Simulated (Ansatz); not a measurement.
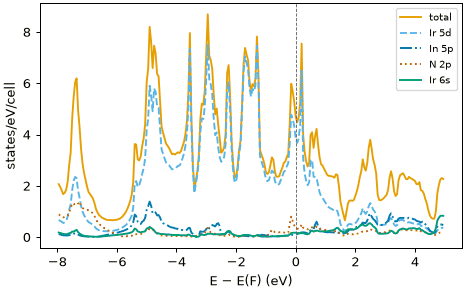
Figure: Total and projected density of states of InIr3N (anti-perovskite, Pm-3m), PBE in the plane-wave PAW code Ansatz

**Question.** Which orbitals carry the states next to the Fermi level?

**Answer.** Within 0.5 eV of the Fermi level: Ir 5d 82 %, N 2p 9 %. Projections are on Löwdin-orthogonalised atomic valence shells; empty p or d shells of many metals are not among them.

**Question.** Where is the tallest occupied peak in this window, and what makes it?

**Answer.** Near -2.9 eV, about 8.7 states/eV per cell; the largest projected share is Ir 5d.

The start of the workflow was typed in or built on a structure type; neither database checked (COD, Materials Project) lists it. Its standing as an ambient phase is unchecked. The cell was relaxed with PBE under the symmetry of its start; whether a distortion lowers the energy is not shown. The workflow began spin-polarised and lost its moments. The volume moved by 16 % from the start of the relaxation. Its formation energy is positive at this level, so the cell may be metastable or incomplete. Spin–orbit coupling is left out wherever it is not named.

Potentials: the earlier of the program's two PAW sets.
